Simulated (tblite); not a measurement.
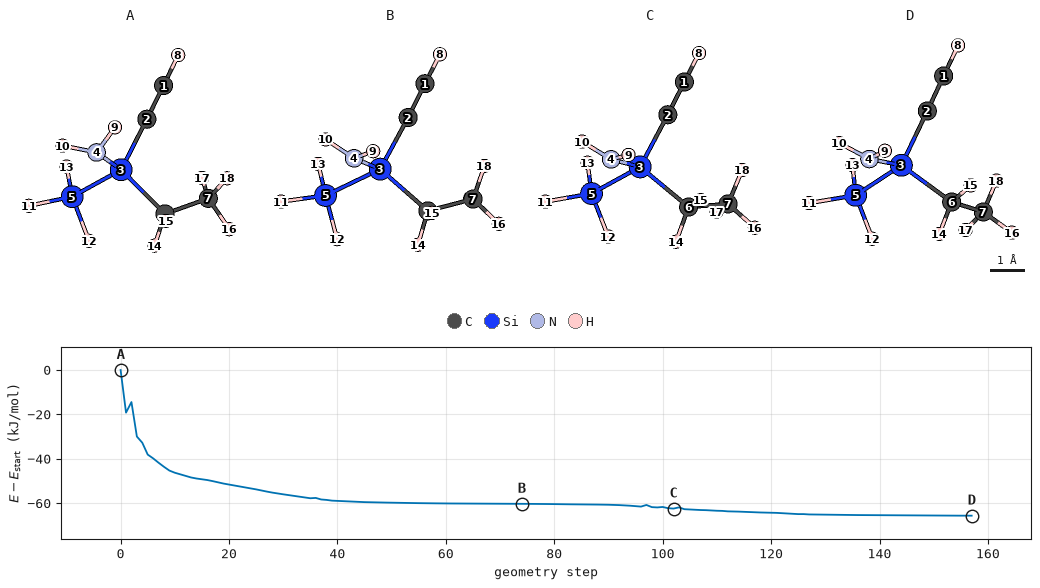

Frames of a relaxation of C$_{4}$H$_{11}$NSi$_{2}$, marked on the history of the run. The picture is a ball-and-stick view, seen face on.

These are results of GFN2-xTB geometry optimisation, gas phase in tblite, not measurements. 

Q: Describe the path.

A: Over 157 geometry steps the energy falls by 65.6 kJ/mol. The atom that moves furthest after the best rigid fit is H17 (1.62 Å). Largest moves by element: H 1.62 Å, C 0.51 Å, N 0.30 Å, Si 0.19 Å. Among the contacts that change: Si3–Si5 2.208 → 2.311 Å, Si3–C6 1.857 → 1.911 Å, Si3–N4 1.787 → 1.733 Å, C2–Si3 1.823 → 1.870 Å. Bond angles that change, for instance: Si5–Si3–C6 107.4° → 115.5°, Si3–N4–H9 112.6° → 119.4°, C7–C6–H15 115.5° → 108.9°. Groups turn about Si3–C6 by about 55°, Si3–N4 by about 30°, C6–C7 by about 25°. Cost: 2.1 s on 1 thread of Arm Neoverse N1, with other jobs on the host. From step 0 to 74: H9 moves most (0.74 Å), energy −60.2 kJ/mol. From step 74 to 102: H17 moves most (0.56 Å), energy −2.14 kJ/mol. From step 102 to 157: H18 moves most (0.65 Å), energy −3.19 kJ/mol.

```
step  E − E(0), kJ/mol
   0              0.00
   1            -19.18
   2            -14.41
   3            -29.93
   4            -32.72
   5            -38.06
   6            -39.76
   7            -41.72
   8            -43.56
   9            -45.26
  10            -46.23
  18            -50.59
  25            -53.72
  33            -56.97
  41            -59.05
  49            -59.67
  56            -59.94
  64            -60.11
  72            -60.20
  80            -60.37
  87            -60.56
  95            -61.30
 103            -61.83
 111            -63.41
 118            -64.12
 126            -64.86
 134            -65.24
 142            -65.42
 149            -65.54
 157            -65.56
```
